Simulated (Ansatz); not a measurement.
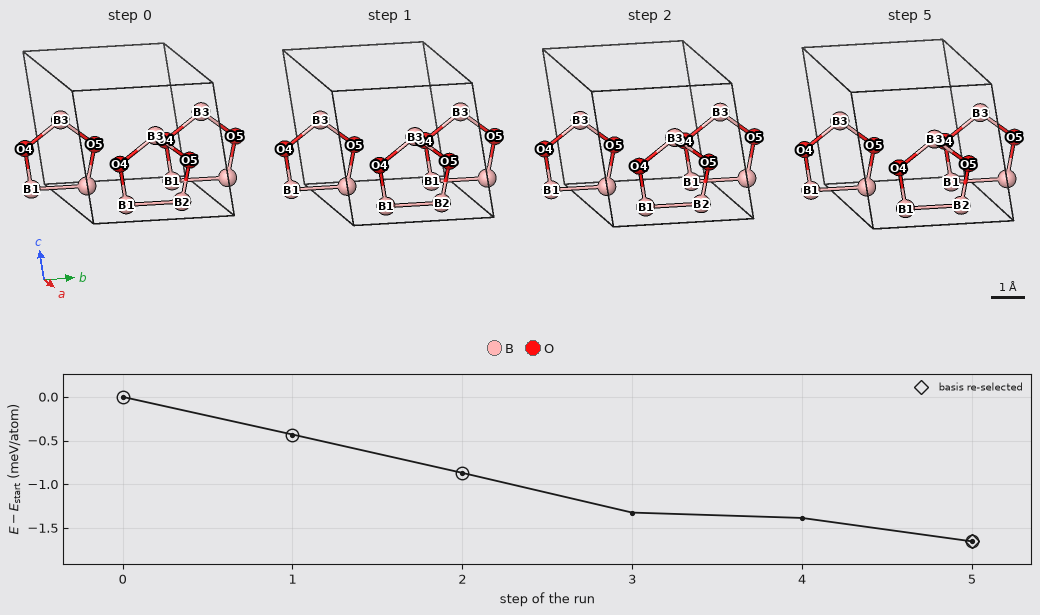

Frames of a relaxation of solid B3O2 (built on the random type) (coarse preliminary run), marked on the history of the run. A ball-and-stick model of the conventional cell (2 times the calculation's cell), seen slightly off an axis. Lengths and directions refer to the drawn axes.

Case: random cell with space group Cm (No. 8).

Method: Ansatz 0.2.0, DFT PBE, scalar-relativistic, plane waves, PAW.

Input file:
```yaml
crystal:
  lattice:
    - [2.932269749, -2.2662892013, 0.0]
    - [2.932269749, 2.2662892013, 0.0]
    - [-2.5571960563, 0.0, 3.6817187275]
  atoms:
    - { symbol: B, position: [0.52728282, 0.1320829176, 0.0731912571] }
    - { symbol: B, position: [0.1320829176, 0.52728282, 0.0731912571] }
    - { symbol: B, position: [0.6172611134, 0.6172611134, 0.6685233755] }
    - { symbol: O, position: [0.7502424812, 0.2534652701, 0.4336693391] }
    - { symbol: O, position: [0.2534652701, 0.7502424812, 0.4336693391] }
basis:
  ecutwfc: 420
kpoints:
  mp_grid: { grid: [6, 6, 6] }
hamiltonian:
  xc: pbe
scf:
  occupations: { method: gaussian, width: 0.1 }
  lower_state_search: "off"
output:
  forces: true
  stress: true
  eigenvalues: true
relax:
  adjacent_minimum: "off"
  f_tol: 0.04
  max_steps: 70
  cell: { stress_tol: 0.4 }
```

Run as
```bash
ansatz run input.yaml --threads 1 --pin off --max-ram 2560MiB --backend cpu --events-out ev --progress --plain --runs-dir out
```

### What happens along the run?

Over 4 accepted moves (5 points after the start) the energy falls by 1.7 meV per atom. The largest force component goes from 0.094 to 0.033 eV/Å. The pressure goes from −0.21 to 0.18 GPa. The SCF was repeated once at an unchanged geometry on a basis and grid sized afresh for the cell, which shifted the energy by 0.3 meV per atom at most. The largest moves relative to the cell, 0.018 Å, are those of B1, B2 and B3. B2 goes along [−3 1 2]. Largest moves by element: B 0.018 Å, O 0.009 Å. The volume changes by −0.4 %, with a 5.865 → 5.822 Å (−0.7 %), b 4.533 → 4.522 Å (−0.2 %), c 4.483 → 4.617 Å (+3.0 %), β 124.8° → 126.7°. Near-neighbour distances that change, for instance: B3–O4 1.422 → 1.417 Å. The space group stays Cm (No. 8). From step 0 to 1: energy −0.4 meV per atom. From step 1 to 2: volume −0.2 %, energy −0.4 meV per atom. From step 2 to 5: volume −0.3 %, energy −0.8 meV per atom.
